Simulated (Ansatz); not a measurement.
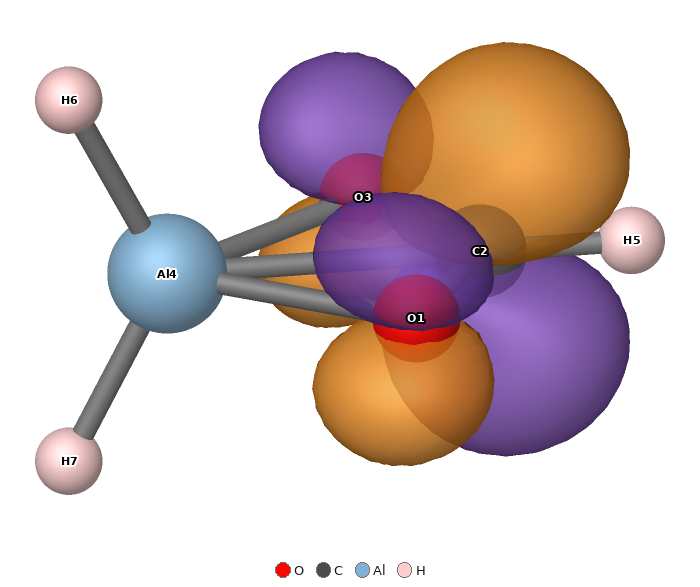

Figure 1: CH$_{3}$AlO$_{2}$. The LUMO at ±0.15 Å⁻³ᐟ² (orange and purple are the two phases), seen at an oblique angle.

Level of theory: RKS B3LYP-D4/6-31G* in Ansatz 0.2.0.

Input

```
crystal:
  periodic: [false, false, false]
  atoms:
    - { symbol: O, position_ang: [0.2789, -1.9101, 0.0113] }
    - { symbol: C, position_ang: [0.9832, -0.9944, 0.501] }
    - { symbol: O, position_ang: [0.6457, 0.3687, 0.4078] }
    - { symbol: Al, position_ang: [-0.7724, 1.0637, -0.4166] }
    - { symbol: H, position_ang: [1.8951, -1.3066, 0.9874] }
    - { symbol: H, position_ang: [-1.0982, 2.6456, -0.4456] }
    - { symbol: H, position_ang: [-1.8711, 0.0651, -1.091] }
basis:
  gaussian: { orbitals: "6-31G*" }
hamiltonian:
  xc: b3lyp
  dispersion: d4
relax:
  f_tol: 0.02
  max_steps: 40
scf:
  lower_state_search: "off"
output:
  orbitals: {}
```

Command:

```sh
ansatz run input.yaml --threads 1 --pin off --max-ram 2048MiB --backend cpu --events-out ev --progress --plain --runs-dir out
```

The fields are those of the relaxed geometry.

**Where does this orbital lie, and at what energy?**

It lies mainly on C2 (about 50 %), O1 (about 20 %) and O3 (about 20 %). Its energy is −1.02 eV.
